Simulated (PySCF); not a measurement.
## Electronic structure of C3H3F3 (SMILES C=C(F)C(F)F) in real space

Input file:

```
{"job": {"kind": "nmr", "xc": "PBE0", "basis": "pcSseg-1"}, "charge": 0, "multiplicity": 1}
C     -1.085418    -0.288477    -0.839557
C     -0.201702     0.476538    -0.214574
F     -0.203854     1.805114    -0.321222
C      0.893825    -0.025045     0.691049
F      1.643909    -0.951384     0.059860
F      0.368836    -0.612573     1.786286
H     -1.035898    -1.371177    -0.720335
H     -1.859623     0.148115    -1.472166
H      1.540436     0.811754     1.008118
```

Launched as:

```sh
OMP_NUM_THREADS=1 python probes_run.py task.json out
```

Geometry: PBE0-D3(BJ)/def2-SVP.

Method: PBE0/pcSseg-1, SCF density, gas phase, non-relativistic (PySCF 2.14.0).

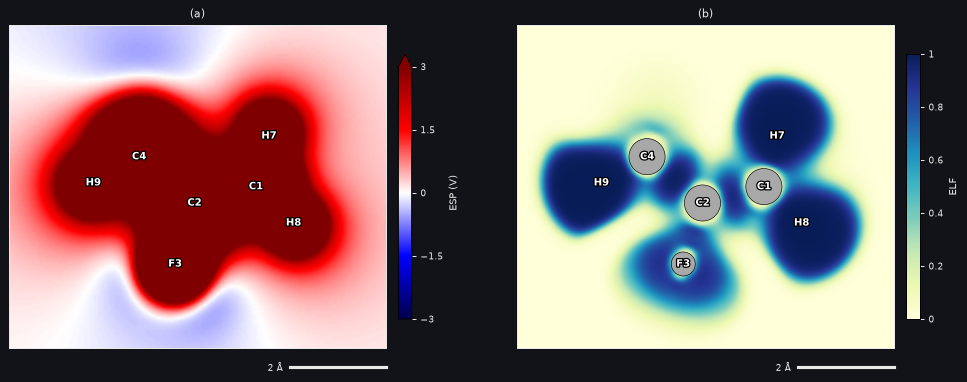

Figure 1. (a) molecular electrostatic potential; (b) ELF on the plane of atoms C2, C1 and H8. Grey discs cover the atomic cores in the ELF map.

### What does the map show?

The plane passes through C, F and H nuclei. C–C (1.33 Å): the ELF peaks at about 0.90 between the atoms (a multiple bond). C–F (1.33 Å): the ELF peaks at about 0.85 between the atoms; a polar covalent bond. C–H (1.09 Å): the ELF climbs to about 1 towards the hydrogen, as it does in any bond to H: an ordinary covalent bond to hydrogen. C–C (1.51 Å): the ELF peaks at about 1 between the atoms: localised, covalent bonding. The ELF also peaks beside F3, away from the bonds: lone-pair regions. Outside the dense part of the molecule the potential is most negative (−0.5 V) near F5, which lies off the plane.

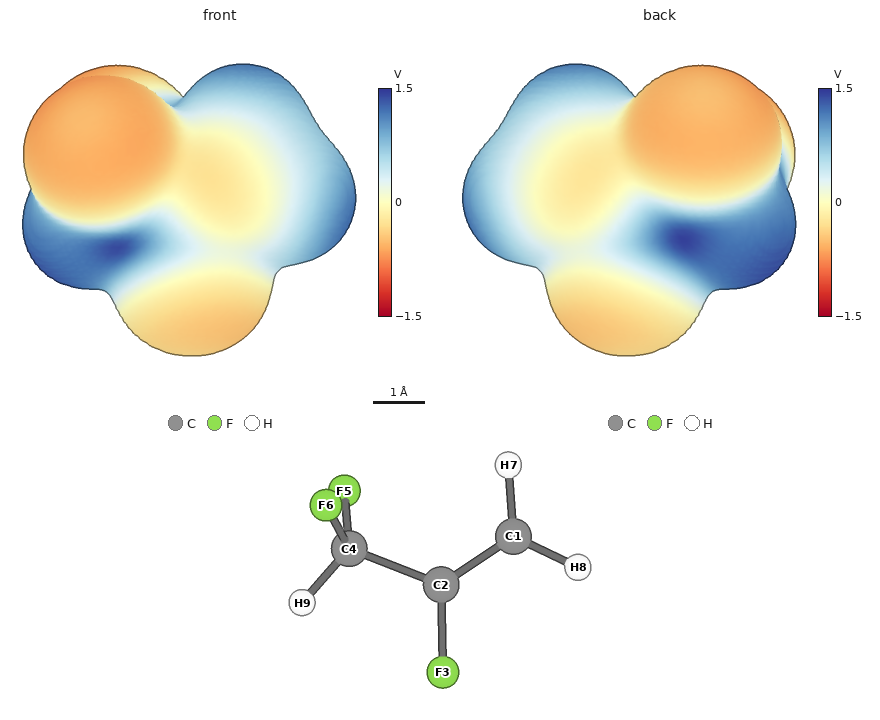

Figure 2. The electrostatic potential painted on the density surface at 0.002 e/bohr³, seen from the front and from behind; red is negative and blue positive. The bare structure is drawn below in the same view.

### Which sites attract a positive test charge, and which a negative one?

A positive charge is drawn to the negative regions and a negative charge to the positive ones. The most negative region (about −0.7 V) lies over F5 and F6, the most positive (about +1.4 V) over C2, C4 and H9.

### What dipole moment does the calculation give?

Its dipole moment is 0.76 D.
